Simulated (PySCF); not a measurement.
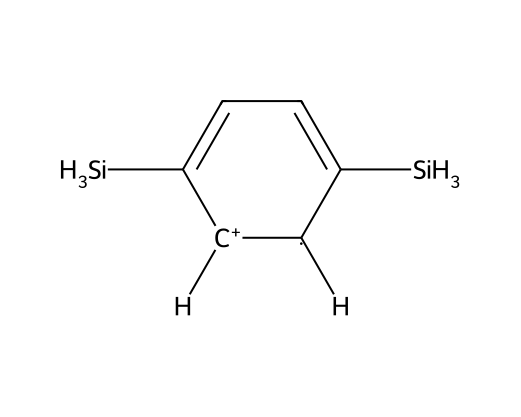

Charge +1, doublet. Computed geometry: GFN2-xTB optimisation. No frequency run is at hand to confirm it as a minimum. Level of theory: UKS B3LYP, pcH-1 on C H Si, non-relativistic (PySCF 2.14.0).

Computed properties:

The species is C₆H₁₀Si₂⁺ (`[SiH3]C1=CC=C([SiH3])[CH+][CH]1`).
- ⟨S²⟩ of the determinant: 0.758
- isotropic g value: 2.00364

The geometry is semi-empirical. Around Si such bond lengths and angles can be off by a tenth of an ångström or more and by several degrees, and values that hang on the shape move with them.
